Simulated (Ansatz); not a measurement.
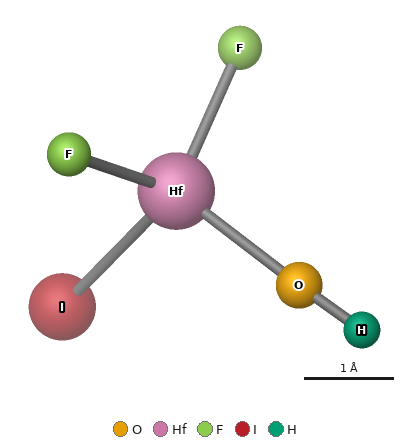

*The input geometry (ball-and-stick view, seen at a tilt). Sticks mark near contacts.*

Bond lengths as drawn: F–Hf 1.90 Å, Hf–I 2.73 Å, Hf–O 1.89 Å and H–O 0.95 Å.

**Single-point calculation, with input and output: HfHIOF₂**

- system: HfHIOF₂
- method: RKS PBE0-D4/def2-TZVPP (Ansatz 0.2.0)

The geometry comes from this level: PBE0-D4/def2-TZVP.

The program's output
```
Functional definition: PBE0
  name "PBE0"
  cite "Adamo & Barone, J. Chem. Phys. 110, 6158 (1999) doi:10.1063/1.478522"
  cite "Perdew, Burke & Ernzerhof, Phys. Rev. Lett. 77, 3865 (1996) doi:10.1103/PhysRevLett.77.3865"
  parent pbe
  parameter a = 0.25
  parameter kappa = 0.804
  parameter beta = 0.06672455060314922
  exchange = (1 - a)*pbe_x(kappa = kappa, mu = beta*pi^2/3) + a*exact_x
  correlation = pbe_c(beta = beta)
1344 factors; their error is unknown
mean field evaluation 1: about -16900.2504 eV, gradient 7.8e1 eV
mean field evaluation 2: about -16859.2065 eV, gradient 1.7e2 eV
mean field evaluation 4: about -16909.2844 eV, gradient 8.6e0 eV
mean field evaluation 8: about -16909.4270 eV, gradient 4.2e-2 eV
mean field evaluation 16: about -16909.7405 eV, gradient 1.5e-4 eV
mean field -16909.74046014 eV, -621.4215000763 hartree, gradient 7.8e-5 eV, S^2 0.000000; 0 other end points of the search recorded, 0 dependent functions left out
reference -16909.74049191 eV, -621.4215012439 hartree; 32, 32 occupied and 181, 181 virtual orbitals, 1344 factors
Total energy: -16909.85526053 eV, -621.4257189128 hartree
```

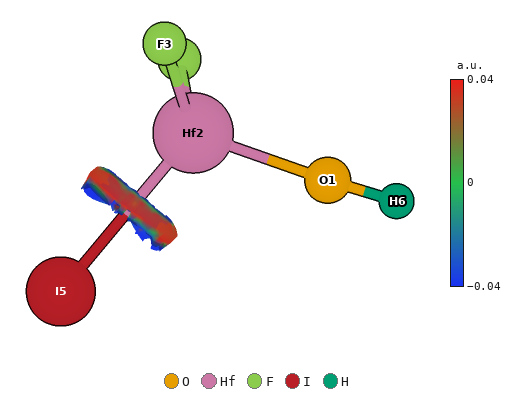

*Non-covalent interaction (NCI) plot: the surface where the reduced density gradient is 0.5, for densities under 0.05 a.u., coloured by sign(λ₂)ρ; seen face on.*

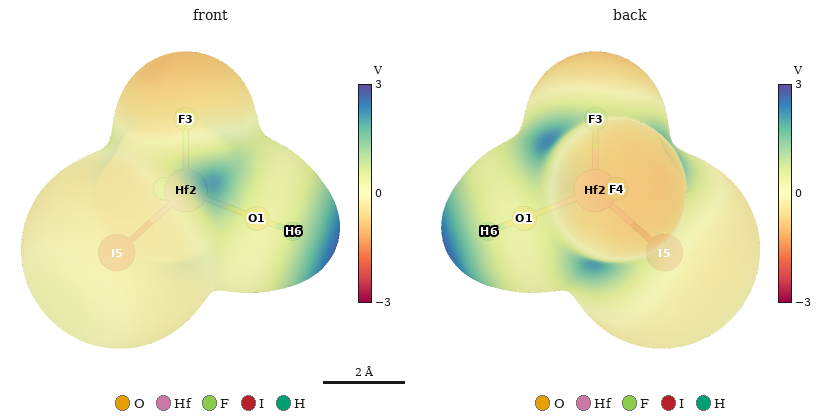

*The electrostatic potential painted on the density surface at 0.001 e/bohr³, seen at a tilt and from behind; red is negative and blue positive.*

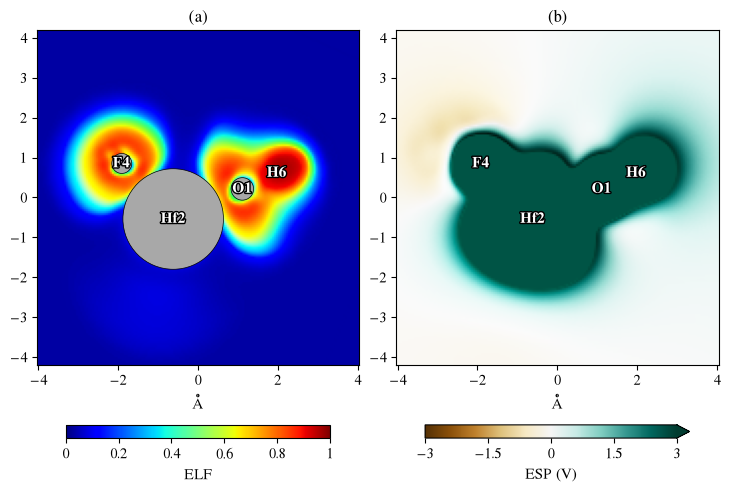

*(a) ELF; (b) molecular electrostatic potential on the plane of atoms O1, Hf2 and F4. Grey discs, where drawn, cover atomic cores.*

Atoms in the plane: O, Hf, F and H. Hf–O (1.89 Å): the ELF peaks at about 0.80 in the valence shell of O, 0.5 Å from its nucleus, and drops to about 0.20 between the two atoms. Hf–F (1.90 Å): the ELF peaks at about 0.85 in the valence shell of F, 0.5 Å from its nucleus, and drops to about 0.20 between the two atoms. O–H (0.95 Å): the ELF climbs to about 1 towards the hydrogen, as it does in any bond to H (a covalent bond by its length).

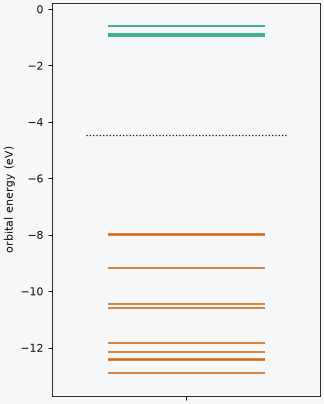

*Orbital energies near the frontier; the dotted line parts filled from empty levels, and levels within 0.02 eV of each other stand side by side.*

Highest filled −7.99 eV, lowest empty −0.96 eV, 7.03 eV apart.

This output came from the following input.

Input
```yaml
crystal:
  periodic: [false, false, false]
  atoms:
    - {symbol: O, position_ang: [-0.944536, 0.974092, 0.533626]}
    - {symbol: Hf, position_ang: [0.292067, -0.340743, -0.027557]}
    - {symbol: F, position_ang: [1.928700, -0.097272, 0.899920]}
    - {symbol: F, position_ang: [-0.380052, -2.059635, 0.410248]}
    - {symbol: I, position_ang: [0.710377, -0.162006, -2.716705]}
    - {symbol: H, position_ang: [-1.564457, 1.621564, 0.854369]}
basis:
  gaussian: {orbitals: def2-TZVPP}
hamiltonian: {xc: pbe0, dispersion: d4}
output: {orbitals: {seedname: orbitals}}
```

Launch command:
```bash
ansatz run in.yaml --threads 4 --pin off --events-out ev --progress --plain --max-ram 10444MiB
```

Results in brief

```json
{"quantity": "outcome", "value": "converged"}
{"quantity": "total energy", "value": "−16909.8553 eV"}
{"quantity": "mean-field energy", "value": "−16909.7405 eV"}
{"quantity": "dispersion energy", "value": "−0.1148 eV"}
{"quantity": "SCF solution under orbital rotations", "value": "stable"}
{"quantity": "HOMO", "value": "−7.99 eV"}
{"quantity": "LUMO", "value": "−0.96 eV"}
{"quantity": "hardware", "value": "4 threads of AMD EPYC, 15 GiB of memory available, shared host"}
{"quantity": "wall time", "value": "1.1 s (CPU time 3.8 s)"}
{"quantity": "peak memory", "value": "0.55 GiB"}
```
